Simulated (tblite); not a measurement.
**Run report: C8H10N2, geometry relaxation (part 3 of 4)**

C8H10N2; GFN2-xTB geometry optimisation, gas phase (tblite 0.8.0). 

Geometry of the input (Å):
```
C  2.9968  -1.1432  -0.1592
C  1.6778  -0.9666  -0.0460
C  1.0595  0.2887  0.2920
C  1.7193  1.4840  0.5035
N  0.7855  2.4046  0.7887
N  -0.4274  1.8745  0.7369
C  -0.3085  0.5604  0.4320
C  -1.3392  -0.4636  0.2758
C  -1.8567  -0.5879  -1.1619
C  -2.7765  -0.1665  -0.0080
H  3.6623  -0.3123  -0.0169
H  3.4219  -2.1087  -0.4020
H  1.0326  -1.8452  -0.1817
H  2.8154  1.6224  0.4722
H  -1.3538  2.3320  0.9021
H  -1.0786  -1.4607  0.7127
H  -1.9378  -1.6133  -1.5435
H  -1.4722  0.1993  -1.8363
H  -3.4769  -0.9547  0.3390
H  -3.1486  0.8675  -0.1023
```

## Trajectory as extended XYZ, continued
```
20
Properties=species:S:1:pos:R:3:forces:R:3 step=37 energy=-762.20529
C     3.1021   -1.1461   -0.1599    0.0190  -0.0030   0.0040
C     1.7916   -0.9808   -0.0360    0.0140  -0.0110  -0.0010
C     1.1310    0.2600    0.2895   -0.0130  -0.0150   0.0210
C     1.6661    1.5354    0.5749   -0.0080  -0.0050   0.0240
N     0.7131    2.4071    0.8220    0.0270   0.0370  -0.0090
N    -0.4340    1.7376    0.7020    0.0140   0.0300   0.0110
C    -0.2465    0.4378    0.3892   -0.0140   0.0180   0.0030
C    -1.3296   -0.5328    0.1853   -0.0170   0.0050  -0.0100
C    -1.9639   -0.6465   -1.1775   -0.0310  -0.0070  -0.0380
C    -2.7456   -0.0871   -0.0324   -0.0030   0.0030  -0.0080
H     3.7939   -0.3325   -0.0276    0.0120   0.0070   0.0110
H     3.5259   -2.1060   -0.3978    0.0240   0.0000  -0.0180
H     1.1223   -1.8187   -0.1862    0.0270  -0.0230  -0.0040
H     2.6925    1.8401    0.6148   -0.0110  -0.0210  -0.0190
H    -1.3060    2.2148    0.8651   -0.0060  -0.0100   0.0060
H    -1.1799   -1.4641    0.7205   -0.0170   0.0130   0.0100
H    -2.2104   -1.6275   -1.5491   -0.0100  -0.0500  -0.0010
H    -1.6297    0.0351   -1.9439    0.0140   0.0240  -0.0160
H    -3.5376   -0.6858    0.3916    0.0110   0.0220   0.0060
H    -2.9605    0.9706   -0.0473   -0.0340  -0.0120   0.0270
20
Properties=species:S:1:pos:R:3:forces:R:3 step=39 energy=-762.20636
C     3.1085   -1.1418   -0.1576    0.0030   0.0010  -0.0070
C     1.7962   -0.9834   -0.0372    0.0150  -0.0070   0.0140
C     1.1326    0.2565    0.2899   -0.0300  -0.0380   0.0100
C     1.6676    1.5312    0.5777   -0.0090   0.0020   0.0190
N     0.7154    2.4043    0.8235    0.0280   0.0350  -0.0020
N    -0.4317    1.7362    0.7013   -0.0040  -0.0080  -0.0030
C    -0.2453    0.4363    0.3868   -0.0220  -0.0150  -0.0160
C    -1.3318   -0.5320    0.1827   -0.0180  -0.0190  -0.0340
C    -1.9736   -0.6477   -1.1790    0.0330  -0.0170  -0.0180
C    -2.7467   -0.0823   -0.0325   -0.0140   0.0080   0.0030
H     3.7936   -0.3216   -0.0228   -0.0020  -0.0280   0.0060
H     3.5402   -2.0984   -0.3986    0.0070   0.0290  -0.0040
H     1.1286   -1.8241   -0.1879    0.0550   0.0060  -0.0040
H     2.6941    1.8345    0.6188    0.0010  -0.0140  -0.0160
H    -1.3062    2.2095    0.8619    0.0060   0.0120   0.0100
H    -1.1841   -1.4639    0.7188   -0.0180   0.0320   0.0020
H    -2.2276   -1.6288   -1.5467    0.0030  -0.0420   0.0140
H    -1.6346    0.0264   -1.9499   -0.0020   0.0370  -0.0090
H    -3.5402   -0.6750    0.3952   -0.0050  -0.0090   0.0190
H    -2.9601    0.9747   -0.0475   -0.0260   0.0330   0.0180
20
Properties=species:S:1:pos:R:3:forces:R:3 step=40 energy=-762.20693
C     3.1112   -1.1393   -0.1565   -0.0050   0.0060  -0.0100
C     1.7979   -0.9853   -0.0376    0.0100   0.0030   0.0220
C     1.1321    0.2538    0.2907   -0.0230  -0.0260   0.0050
C     1.6684    1.5282    0.5791   -0.0050  -0.0020   0.0100
N     0.7181    2.4036    0.8235    0.0090   0.0050   0.0020
N    -0.4300    1.7365    0.7013   -0.0120  -0.0220  -0.0140
C    -0.2457    0.4361    0.3860   -0.0140  -0.0210  -0.0200
C    -1.3336   -0.5313    0.1811   -0.0110  -0.0130  -0.0350
C    -1.9773   -0.6484   -1.1805    0.0420  -0.0120   0.0030
C    -2.7479   -0.0805   -0.0328   -0.0180   0.0080  -0.0070
H     3.7921   -0.3159   -0.0199   -0.0010  -0.0350   0.0050
H     3.5476   -2.0935   -0.3992    0.0010   0.0330   0.0000
H     1.1323   -1.8274   -0.1892    0.0570   0.0090  -0.0060
H     2.6953    1.8296    0.6194    0.0070  -0.0110  -0.0130
H    -1.3053    2.2086    0.8609    0.0120   0.0220   0.0110
H    -1.1862   -1.4623    0.7188   -0.0200   0.0300  -0.0010
H    -2.2339   -1.6306   -1.5457    0.0120  -0.0170   0.0200
H    -1.6363    0.0240   -1.9527   -0.0160   0.0250   0.0040
H    -3.5413   -0.6713    0.3970   -0.0100  -0.0240   0.0190
H    -2.9627    0.9761   -0.0467   -0.0130   0.0420   0.0070
20
Properties=species:S:1:pos:R:3:forces:R:3 step=42 energy=-762.20777
C     3.1130   -1.1352   -0.1554   -0.0030   0.0110  -0.0050
C     1.7992   -0.9881   -0.0369    0.0010   0.0140   0.0210
C     1.1296    0.2488    0.2924    0.0060   0.0120   0.0000
C     1.6699    1.5225    0.5803    0.0010  -0.0110  -0.0050
N     0.7232    2.4020    0.8228   -0.0280  -0.0400   0.0050
N    -0.4273    1.7372    0.7010   -0.0110  -0.0140  -0.0230
C    -0.2474    0.4360    0.3848    0.0020  -0.0070  -0.0130
C    -1.3366   -0.5297    0.1784   -0.0010   0.0120  -0.0010
C    -1.9794   -0.6493   -1.1823   -0.0030   0.0080   0.0160
C    -2.7512   -0.0790   -0.0342   -0.0170   0.0040  -0.0180
H     3.7879   -0.3084   -0.0152    0.0200  -0.0130   0.0070
H     3.5574   -2.0845   -0.4000   -0.0040   0.0090  -0.0040
H     1.1385   -1.8324   -0.1917    0.0320  -0.0100  -0.0070
H     2.6982    1.8199    0.6178    0.0030  -0.0080  -0.0050
H    -1.3017    2.2114    0.8606    0.0150   0.0220   0.0070
H    -1.1893   -1.4580    0.7197   -0.0210   0.0030   0.0000
H    -2.2379   -1.6333   -1.5441    0.0250   0.0210   0.0180
H    -1.6383    0.0236   -1.9552   -0.0290  -0.0030   0.0180
H    -3.5428   -0.6708    0.3991    0.0020  -0.0200   0.0010
H    -2.9701    0.9778   -0.0451    0.0110   0.0100  -0.0110
20
Properties=species:S:1:pos:R:3:forces:R:3 step=43 energy=-762.20806
C     3.1136   -1.1334   -0.1552    0.0060   0.0110   0.0000
C     1.7998   -0.9887   -0.0361    0.0020   0.0090   0.0110
C     1.1290    0.2473    0.2928    0.0120   0.0160  -0.0020
C     1.6704    1.5204    0.5808    0.0000  -0.0110  -0.0060
N     0.7243    2.4006    0.8229   -0.0270  -0.0360   0.0040
N    -0.4268    1.7368    0.7002   -0.0050  -0.0030  -0.0200
C    -0.2479    0.4355    0.3838    0.0040   0.0010  -0.0060
C    -1.3378   -0.5290    0.1773   -0.0040   0.0170   0.0180
C    -1.9801   -0.6495   -1.1824   -0.0280   0.0150   0.0090
C    -2.7528   -0.0782   -0.0349   -0.0100   0.0020  -0.0100
H     3.7870   -0.3063   -0.0134    0.0300   0.0020   0.0070
H     3.5608   -2.0810   -0.4003   -0.0060  -0.0040  -0.0070
H     1.1418   -1.8342   -0.1927    0.0160  -0.0180  -0.0060
H     2.6992    1.8165    0.6173   -0.0030  -0.0070  -0.0010
H    -1.3000    2.2128    0.8606    0.0120   0.0160   0.0040
H    -1.1912   -1.4564    0.7199   -0.0190  -0.0080   0.0030
H    -2.2392   -1.6338   -1.5428    0.0250   0.0210   0.0120
H    -1.6400    0.0234   -1.9556   -0.0260  -0.0050   0.0130
H    -3.5434   -0.6710    0.4000    0.0100  -0.0080  -0.0080
H    -2.9720    0.9791   -0.0450    0.0140  -0.0100  -0.0160
20
Properties=species:S:1:pos:R:3:forces:R:3 step=44 energy=-762.20834
C     3.1151   -1.1315   -0.1550    0.0150   0.0100   0.0050
C     1.8012   -0.9891   -0.0352    0.0070   0.0000  -0.0020
C     1.1289    0.2460    0.2930    0.0080   0.0090  -0.0040
C     1.6708    1.5186    0.5816   -0.0040  -0.0080  -0.0050
N     0.7245    2.3986    0.8234   -0.0150  -0.0180   0.0010
N    -0.4267    1.7356    0.6988    0.0000   0.0060  -0.0130
C    -0.2481    0.4344    0.3822    0.0020   0.0040   0.0000
C    -1.3389   -0.5286    0.1762   -0.0120   0.0150   0.0260
C    -1.9820   -0.6497   -1.1824   -0.0380   0.0180   0.0060
C    -2.7543   -0.0767   -0.0356    0.0030  -0.0010   0.0050
H     3.7875   -0.3043   -0.0115    0.0340   0.0140   0.0070
H     3.5644   -2.0777   -0.4007   -0.0090  -0.0120  -0.0080
H     1.1461   -1.8361   -0.1937    0.0020  -0.0190  -0.0030
H     2.6999    1.8139    0.6176   -0.0090  -0.0050   0.0030
H    -1.2988    2.2132    0.8604    0.0070   0.0090   0.0010
H    -1.1938   -1.4555    0.7196   -0.0160  -0.0140   0.0050
H    -2.2420   -1.6341   -1.5410    0.0220   0.0120   0.0040
H    -1.6428    0.0223   -1.9563   -0.0200   0.0000   0.0030
H    -3.5440   -0.6699    0.4011    0.0120   0.0030  -0.0130
H    -2.9722    0.9811   -0.0455    0.0110  -0.0210  -0.0190
20
Properties=species:S:1:pos:R:3:forces:R:3 step=46 energy=-762.20876
C     3.1200   -1.1280   -0.1542    0.0200   0.0030   0.0090
C     1.8055   -0.9895   -0.0340    0.0130  -0.0100  -0.0200
C     1.1297    0.2440    0.2930   -0.0090  -0.0170  -0.0080
C     1.6706    1.5160    0.5835   -0.0070  -0.0010  -0.0030
N     0.7232    2.3949    0.8249    0.0160   0.0190  -0.0060
N    -0.4272    1.7330    0.6954    0.0040   0.0090   0.0020
C    -0.2478    0.4320    0.3788   -0.0050   0.0000   0.0080
C    -1.3414   -0.5279    0.1746   -0.0110  -0.0040   0.0150
C    -1.9884   -0.6497   -1.1824   -0.0090   0.0070   0.0030
C    -2.7561   -0.0729   -0.0360    0.0100  -0.0030   0.0260
H     3.7923   -0.3009   -0.0082    0.0220   0.0130   0.0040
H     3.5708   -2.0731   -0.4020   -0.0100  -0.0080  -0.0030
H     1.1550   -1.8399   -0.1952   -0.0040  -0.0030   0.0020
H     2.6998    1.8110    0.6200   -0.0100  -0.0010   0.0100
H    -1.2980    2.2119    0.8595   -0.0030   0.0000  -0.0030
H    -1.1997   -1.4553    0.7186   -0.0080  -0.0080   0.0040
H    -2.2493   -1.6346   -1.5370    0.0100  -0.0060  -0.0080
H    -1.6496    0.0189   -1.9586   -0.0120   0.0140  -0.0090
H    -3.5449   -0.6645    0.4034   -0.0040   0.0080  -0.0060
H    -2.9697    0.9853   -0.0473   -0.0030  -0.0100  -0.0170
20
Properties=species:S:1:pos:R:3:forces:R:3 step=47 energy=-762.20890
C     3.1222   -1.1268   -0.1537    0.0140   0.0000   0.0080
C     1.8074   -0.9897   -0.0341    0.0110  -0.0060  -0.0180
C     1.1299    0.2431    0.2929   -0.0110  -0.0180  -0.0070
C     1.6703    1.5152    0.5841   -0.0040  -0.0010  -0.0040
N     0.7228    2.3940    0.8253    0.0200   0.0200  -0.0090
N    -0.4273    1.7323    0.6943    0.0030   0.0050   0.0060
C    -0.2478    0.4312    0.3779   -0.0060  -0.0020   0.0100
C    -1.3424   -0.5278    0.1745   -0.0020  -0.0100   0.0040
C    -1.9909   -0.6495   -1.1824    0.0110  -0.0010   0.0030
C    -2.7564   -0.0716   -0.0355    0.0030  -0.0020   0.0220
H     3.7949   -0.2996   -0.0070    0.0110   0.0040   0.0020
H     3.5725   -2.0721   -0.4026   -0.0060  -0.0020   0.0000
H     1.1579   -1.8412   -0.1956    0.0010   0.0050   0.0020
H     2.6993    1.8103    0.6211   -0.0060  -0.0010   0.0110
H    -1.2980    2.2113    0.8592   -0.0050  -0.0020  -0.0050
H    -1.2019   -1.4555    0.7184   -0.0050  -0.0040   0.0020
H    -2.2513   -1.6349   -1.5359    0.0050  -0.0060  -0.0080
H    -1.6523    0.0180   -1.9597   -0.0110   0.0150  -0.0050
H    -3.5453   -0.6623    0.4041   -0.0150   0.0040   0.0020
H    -2.9688    0.9864   -0.0483   -0.0080   0.0010  -0.0130
20
Properties=species:S:1:pos:R:3:forces:R:3 step=48 energy=-762.20900
C     3.1238   -1.1260   -0.1532    0.0050  -0.0020   0.0040
C     1.8087   -0.9900   -0.0344    0.0060   0.0020  -0.0120
C     1.1297    0.2422    0.2927   -0.0070  -0.0100  -0.0050
C     1.6700    1.5144    0.5842    0.0000  -0.0010  -0.0050
N     0.7230    2.3937    0.8251    0.0150   0.0120  -0.0110
N    -0.4273    1.7322    0.6938    0.0030   0.0020   0.0070
C    -0.2481    0.4309    0.3777   -0.0030  -0.0020   0.0110
C    -1.3432   -0.5277    0.1747    0.0040  -0.0090  -0.0040
C    -1.9922   -0.6493   -1.1823    0.0200  -0.0050   0.0060
C    -2.7567   -0.0711   -0.0349   -0.0030  -0.0040   0.0080
H     3.7968   -0.2988   -0.0063    0.0030  -0.0040   0.0000
H     3.5732   -2.0716   -0.4030    0.0000   0.0020   0.0020
H     1.1596   -1.8420   -0.1959    0.0070   0.0080   0.0000
H     2.6989    1.8095    0.6217   -0.0010  -0.0020   0.0100
H    -1.2978    2.2113    0.8590   -0.0040  -0.0030  -0.0050
H    -1.2032   -1.4556    0.7184   -0.0020  -0.0020   0.0000
H    -2.2517   -1.6351   -1.5355    0.0010  -0.0010  -0.0060
H    -1.6540    0.0180   -1.9603   -0.0110   0.0110   0.0020
H    -3.5457   -0.6613    0.4045   -0.0210   0.0010   0.0070
H    -2.9688    0.9868   -0.0491   -0.0090   0.0070  -0.0090
20
Properties=species:S:1:pos:R:3:forces:R:3 step=50 energy=-762.20912
C     3.1249   -1.1252   -0.1525   -0.0050  -0.0030  -0.0020
C     1.8094   -0.9903   -0.0354   -0.0020   0.0100   0.0010
C     1.1288    0.2409    0.2925    0.0050   0.0090   0.0010
C     1.6700    1.5131    0.5835    0.0050   0.0010  -0.0050
N     0.7244    2.3938    0.8239   -0.0030  -0.0050  -0.0080
N    -0.4268    1.7329    0.6938    0.0020  -0.0020   0.0050
C    -0.2487    0.4309    0.3786    0.0030   0.0000   0.0070
C    -1.3438   -0.5276    0.1754    0.0030   0.0010  -0.0020
C    -1.9919   -0.6490   -1.1819    0.0050  -0.0040   0.0040
C    -2.7574   -0.0715   -0.0340   -0.0080  -0.0050  -0.0120
H     3.7979   -0.2979   -0.0054   -0.0030  -0.0090   0.0000
H     3.5734   -2.0708   -0.4033    0.0080   0.0010   0.0040
H     1.1608   -1.8427   -0.1963    0.0090   0.0040  -0.0040
H     2.6988    1.8078    0.6220    0.0060  -0.0030   0.0050
H    -1.2971    2.2125    0.8588   -0.0010  -0.0050  -0.0060
H    -1.2044   -1.4555    0.7191    0.0010  -0.0030   0.0000
H    -2.2499   -1.6351   -1.5358    0.0000   0.0050  -0.0030
H    -1.6559    0.0197   -1.9601   -0.0080   0.0040   0.0120
H    -3.5470   -0.6619    0.4046   -0.0130   0.0040   0.0060
H    -2.9707    0.9864   -0.0505   -0.0040  -0.0010  -0.0020
20
Properties=species:S:1:pos:R:3:forces:R:3 step=51 energy=-762.20916
C     3.1251   -1.1250   -0.1523   -0.0040  -0.0020  -0.0030
C     1.8096   -0.9902   -0.0357   -0.0030   0.0070   0.0050
C     1.1286    0.2407    0.2924    0.0070   0.0110   0.0030
C     1.6702    1.5127    0.5831    0.0050   0.0040  -0.0040
N     0.7249    2.3938    0.8233   -0.0080  -0.0060  -0.0050
N    -0.4265    1.7331    0.6940    0.0010  -0.0030   0.0030
C    -0.2488    0.4309    0.3791    0.0040   0.0000   0.0030
C    -1.3440   -0.5275    0.1756   -0.0010   0.0040   0.0040
C    -1.9915   -0.6490   -1.1816   -0.0060  -0.0020   0.0000
C    -2.7579   -0.0718   -0.0340   -0.0070  -0.0040  -0.0110
H     3.7980   -0.2977   -0.0050   -0.0010  -0.0070   0.0000
H     3.5738   -2.0704   -0.4033    0.0080   0.0000   0.0040
H     1.1615   -1.8428   -0.1965    0.0050   0.0010  -0.0060
H     2.6990    1.8070    0.6223    0.0080  -0.0030   0.0030
H    -1.2968    2.2129    0.8586    0.0000  -0.0040  -0.0060
H    -1.2048   -1.4556    0.7193    0.0020  -0.0020   0.0000
H    -2.2492   -1.6350   -1.5361    0.0010   0.0030  -0.0030
H    -1.6568    0.0204   -1.9597   -0.0040   0.0030   0.0120
H    -3.5479   -0.6622    0.4047   -0.0050   0.0070   0.0020
H    -2.9716    0.9863   -0.0510   -0.0020  -0.0070   0.0000
20
Properties=species:S:1:pos:R:3:forces:R:3 step=53 energy=-762.20922
C     3.1259   -1.1245   -0.1521    0.0010  -0.0010  -0.0030
C     1.8104   -0.9897   -0.0360    0.0010  -0.0030   0.0040
C     1.1288    0.2406    0.2923    0.0040   0.0020   0.0030
C     1.6706    1.5124    0.5827    0.0010   0.0070  -0.0010
N     0.7252    2.3935    0.8224   -0.0050   0.0010   0.0020
N    -0.4261    1.7327    0.6941   -0.0010  -0.0040  -0.0020
C    -0.2487    0.4305    0.3795    0.0010  -0.0030  -0.0030
C    -1.3445   -0.5275    0.1758   -0.0070   0.0030   0.0060
C    -1.9921   -0.6492   -1.1812   -0.0120   0.0020  -0.0020
C    -2.7589   -0.0718   -0.0342    0.0000  -0.0010   0.0030
H     3.7988   -0.2976   -0.0043    0.0020   0.0000   0.0010
H     3.5754   -2.0696   -0.4031    0.0040  -0.0020   0.0030
H     1.1635   -1.8430   -0.1973   -0.0030   0.0000  -0.0060
H     2.6996    1.8060    0.6234    0.0050   0.0000  -0.0010
H    -1.2968    2.2124    0.8576    0.0010  -0.0020  -0.0040
H    -1.2059   -1.4559    0.7192    0.0020   0.0020  -0.0010
H    -2.2499   -1.6348   -1.5361    0.0020  -0.0030  -0.0040
H    -1.6589    0.0210   -1.9589    0.0030   0.0050   0.0040
H    -3.5495   -0.6609    0.4054    0.0030   0.0060  -0.0010
H    -2.9721    0.9864   -0.0521   -0.0010  -0.0080   0.0000
20
Properties=species:S:1:pos:R:3:forces:R:3 step=54 energy=-762.20924
C     3.1263   -1.1244   -0.1522    0.0030   0.0000  -0.0020
C     1.8108   -0.9896   -0.0360    0.0020  -0.0050   0.0020
C     1.1291    0.2407    0.2923    0.0010  -0.0030   0.0020
C     1.6706    1.5126    0.5826   -0.0010   0.0050   0.0010
N     0.7250    2.3934    0.8223   -0.0010   0.0030   0.0030
N    -0.4262    1.7324    0.6941   -0.0010  -0.0030  -0.0020
C    -0.2485    0.4302    0.3795    0.0000  -0.0030  -0.0040
C    -1.3447   -0.5275    0.1759   -0.0050   0.0000   0.0020
C    -1.9927   -0.6494   -1.1811   -0.0070   0.0020   0.0000
C    -2.7592   -0.0717   -0.0343    0.0010   0.0000   0.0070
H     3.7993   -0.2976   -0.0041    0.0020   0.0010   0.0010
H     3.5762   -2.0695   -0.4030    0.0010  -0.0010   0.0030
H     1.1642   -1.8431   -0.1977   -0.0040   0.0010  -0.0050
H     2.6998    1.8058    0.6239    0.0020   0.0010  -0.0020
H    -1.2969    2.2119    0.8572    0.0000  -0.0010  -0.0040
H    -1.2062   -1.4561    0.7190    0.0010   0.0030   0.0000
H    -2.2505   -1.6349   -1.5362    0.0010  -0.0030  -0.0030
H    -1.6596    0.0210   -1.9587    0.0040   0.0040   0.0020
H    -3.5500   -0.6600    0.4058    0.0010   0.0010   0.0000
H    -2.9720    0.9864   -0.0524   -0.0020  -0.0030   0.0000
```

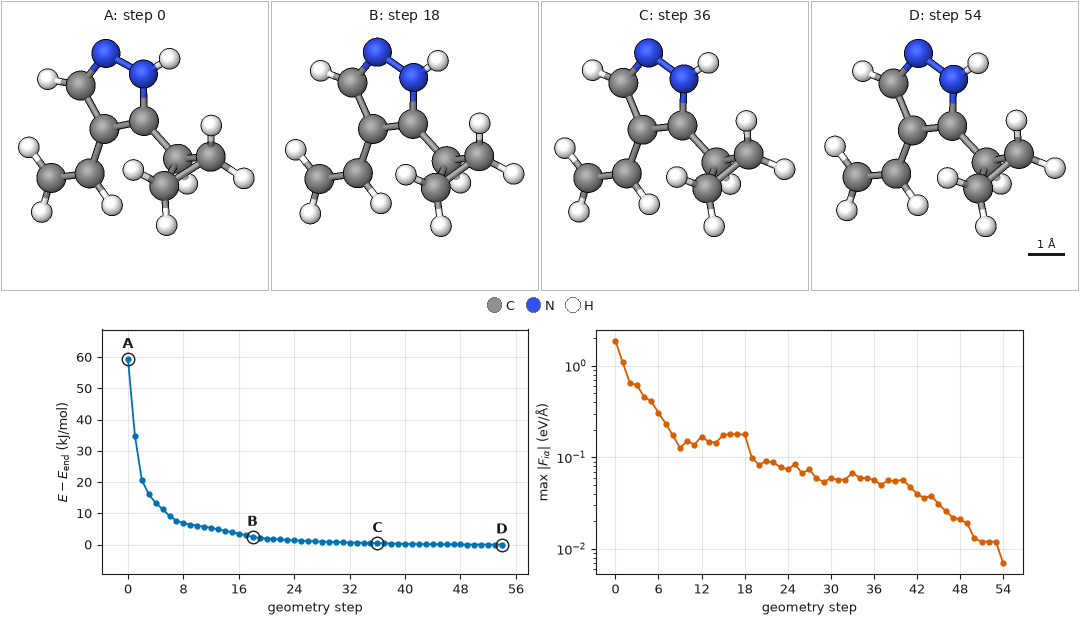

**Figure 1.** Frames of the relaxation (ball-and-stick view, seen at a tilt) above the curves, on which the letters mark them (steps are counted from 0).
